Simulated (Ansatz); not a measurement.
C2H4BF (SMILES BC(=C)F)

Input

```
crystal:
  periodic: [false, false, false]
  atoms:
    - { symbol: B, position_ang: [-0.3227, 1.1357, -0.402] }
    - { symbol: C, position_ang: [-0.1563, -0.3717, -0.3325] }
    - { symbol: C, position_ang: [0.4577, -0.9223, 0.6845] }
    - { symbol: F, position_ang: [-0.5549, -1.1456, -1.3346] }
    - { symbol: H, position_ang: [-0.9415, 1.6388, -1.3541] }
    - { symbol: H, position_ang: [0.0313, 1.9084, 0.4384] }
    - { symbol: H, position_ang: [0.6572, -1.9972, 0.7387] }
    - { symbol: H, position_ang: [0.9213, -0.3032, 1.5058] }
basis:
  gaussian:
    orbitals: def2-SVPD
hamiltonian:
  xc: pbe
output:
  orbitals: {}
```

The calculation used SCF PBE, Gaussian basis (Ansatz 0.2.0).

What can the converged electron density and electron localisation function tell about the bonding?

C–C (1.31 Å): the density is about 2.4 e/Å³ at the midpoint; the ELF peaks at about 0.95 between the atoms (a short, multiple covalent bond).
C–F (1.33 Å): ρ is about 2.3 e/Å³ halfway; the ELF peaks at about 0.85 between the atoms: a shared but strongly polarised pair.
C–B (1.52 Å): ρ is about 1.5 e/Å³ halfway; the ELF peaks at about 1 between the atoms; a covalent bond.
C–H (1.09 Å): ρ at the midpoint is about 2 e/Å³; the ELF climbs to about 1 towards the hydrogen, as it does in any bond to H: a covalent bond by its length.

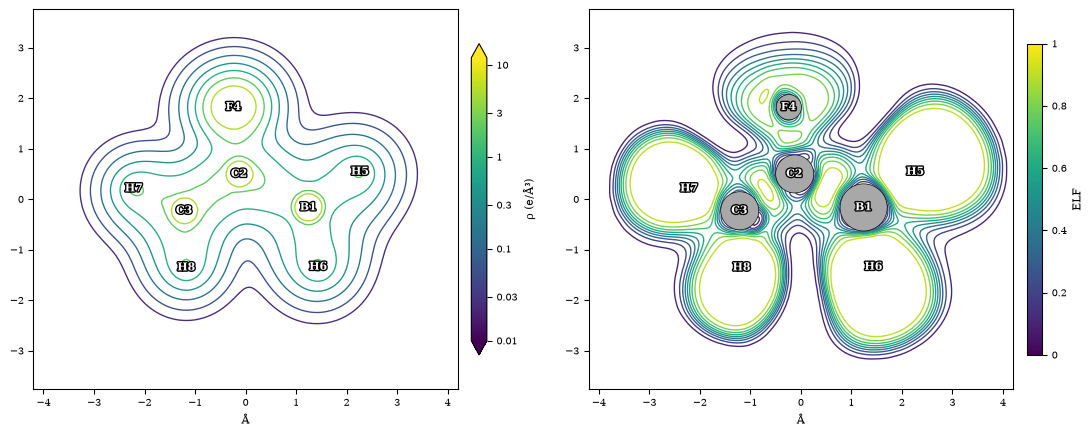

Computed electron density and electron localisation function on the molecular plane, in this order. Grey discs cover the atomic cores in the ELF map. 
